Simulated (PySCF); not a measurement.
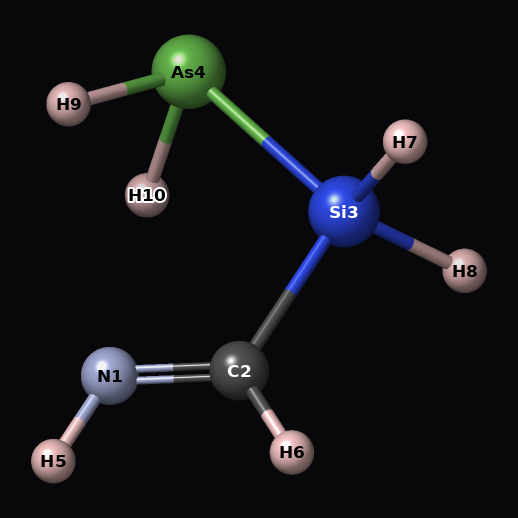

Computed geometry: GFN2-xTB optimisation. No frequency run is at hand to confirm it as a minimum. Level of theory: delta-SCF UKS SCAN, pcX-2 on the ionised atom, pcseg-1 elsewhere, spin-free X2C (PySCF 2.14.0).

Give the core-electron binding energies (to vacuum; p and d levels without spin–orbit splitting) of N1 1s, C2 1s, Si3 1s, Si3 2p.

```tsv
atom	level	binding energy (eV)
N1	1s	404.8
C2	1s	291.5
Si3	1s	1846.2
Si3	2p	106.7
```

The geometry is semi-empirical. Around As, Si such bond lengths and angles can be off by a tenth of an ångström or more and by several degrees, and values that hang on the shape move with them.
